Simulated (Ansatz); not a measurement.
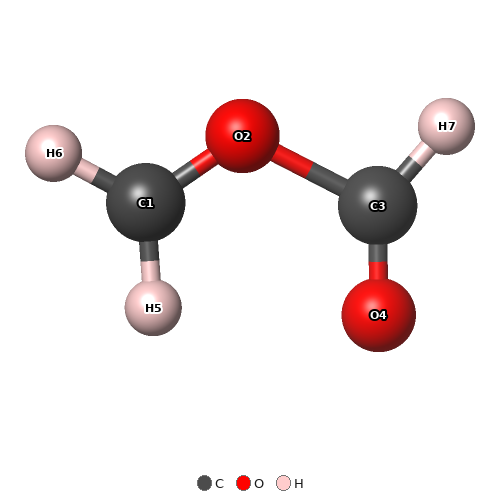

The system is C₂H₃O₂, SMILES [CH2+]OC=O, charge +1; the picture shows the reference structure. First axis: angle C1–O2–C3. Second axis: change of the bonds O2–C1, O2–C3, all alike. Nothing is relaxed (all other coordinates rigid). Grid: 9 × 9 points. Points are written as (first, second). All energies are given in kJ/mol relative to the lowest grid point. Level of theory: Ansatz 0.2.0, RKS wB97X-V/def2-SVP.

Its coordinates:

| atom | x (Å) | y (Å) | z (Å) |
| --- | --- | --- | --- |
| C | -0.6200 | 0.9931 | -0.0695 |
| O | 0.3995 | 0.4906 | 0.4207 |
| C | 0.7114 | -1.0519 | 0.1089 |
| O | -0.0303 | -1.6267 | -0.5597 |
| H | -1.2934 | 0.3852 | -0.7063 |
| H | -0.8203 | 2.0546 | 0.1549 |
| H | 1.6531 | -1.2449 | 0.6510 |

Range: angle C1–O2–C3 from 73.3 to 163.3°; change of the bonds O2–C1, O2–C3, all alike from −0.156 to 0.242 Å.

Predict the map.

The lowest grid point is at (118.3°, −0.007 Å). No other kind of well shows on this grid. The highest grid point, (73.3°, −0.156 Å), lies 2144 kJ/mol above the lowest. Round the minimum the valley is somewhat tilted: raising angle C1–O2–C3 shifts the best value of the second coordinate downwards (coupling k₁₂/√(k₁₁k₂₂) about 0.2).

| second ↓, first → | 73.3 | 84.5 | 95.8 | 107.0 | 118.3 | 129.5 | 140.8 | 152.0 | 163.3 |
| --- | --- | --- | --- | --- | --- | --- | --- | --- | --- |
| 0.242 | 644 | 297 | 193 | 168 | 169 | 180 | 196 | 212 | 227 |
| 0.192 | 682 | 275 | 150 | 117 | 116 | 128 | 144 | 161 | 176 |
| 0.142 | 744 | 266 | 115 | 73 | 70 | 81 | 98 | 116 | 132 |
| 0.092 | 836 | 274 | 92 | 39 | 32 | 43 | 60 | 79 | 95 |
| 0.043 | 964 | 304 | 86 | 19 | 8 | 17 | 35 | 55 | 72 |
| −0.007 | 1145 | 363 | 102 | 17 | 0 | 8 | 27 | 47 | 64 |
| −0.057 | 1391 | 461 | 148 | 42 | 17 | 23 | 41 | 61 | 79 |
| −0.107 | 1721 | 608 | 235 | 103 | 66 | 69 | 86 | 107 | 125 |
| −0.156 | 2144 | 815 | 372 | 208 | 158 | 155 | 171 | 192 | 211 |

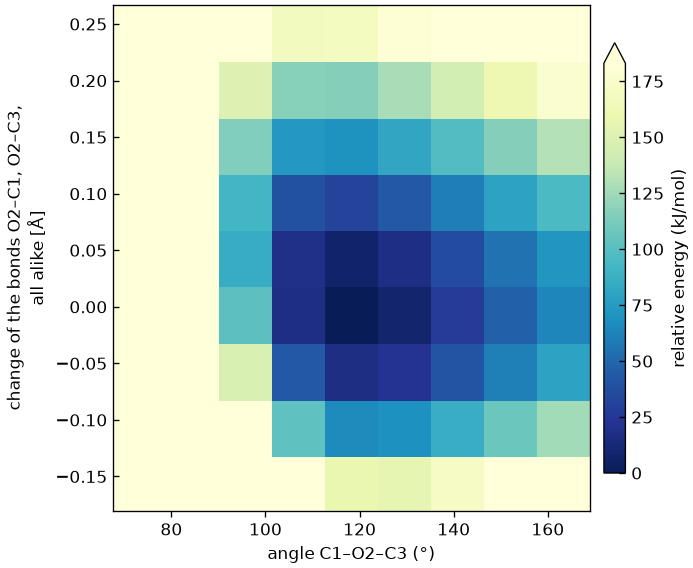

In the figure: one coloured cell a grid point, one colour for all values above the top of the scale.

Time for the 81 points that were run: 8.2 min on 1 thread of Arm Neoverse V2, on a shared host.
